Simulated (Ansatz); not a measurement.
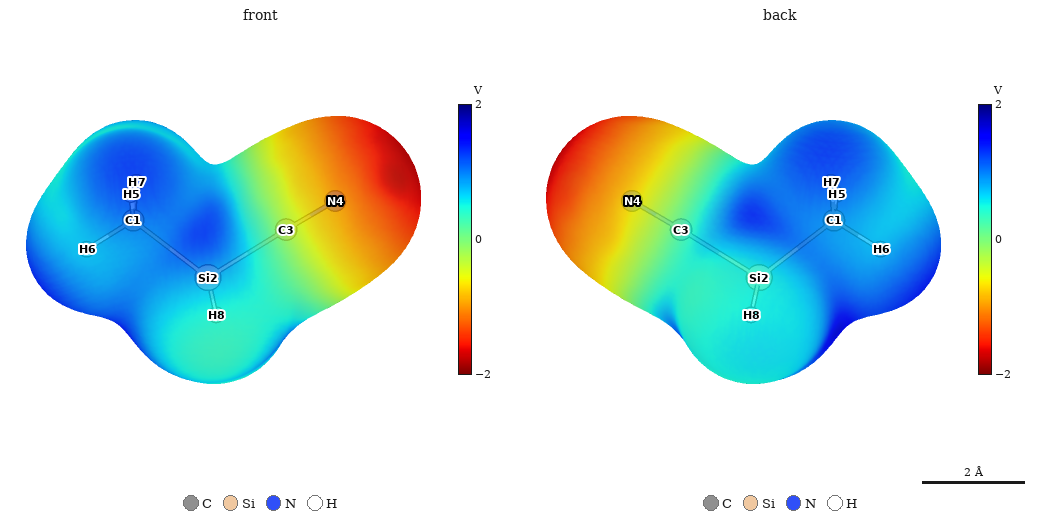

Figure. C2H4NSi (SMILES C[SiH]C#N) (doublet). The molecular electrostatic potential painted on the density surface at 0.002 e/bohr³, seen from the front and from behind; the colour scale runs from red (negative) to blue (positive).

Geometry: PBE0-D4/def2-TZVP.

All numbers below come from UKS PBE0-D4/def2-TZVPP (Ansatz).

```yaml
atoms:
  - { symbol: C, position_ang: [-0.6430, 0.9186, -0.3579] }
  - { symbol: Si, position_ang: [0.0651, -0.2845, 0.8765] }
  - { symbol: C, position_ang: [1.4923, -1.1836, 0.1465] }
  - { symbol: N, position_ang: [2.4389, -1.6985, -0.2691] }
  - { symbol: H, position_ang: [0.1215, 1.6237, -0.6880] }
  - { symbol: H, position_ang: [-1.4647, 1.4807, 0.0898] }
  - { symbol: H, position_ang: [-1.0227, 0.3841, -1.2332] }
  - { symbol: H, position_ang: [-0.8953, -1.2976, 1.3795] }
```

Where is the surface potential most negative and most positive?

Answer. The most negative region (about −1.8 V) lies over N4, the most positive (about +1.6 V) over Si2. N4 is the likeliest acceptor of a hydrogen bond.
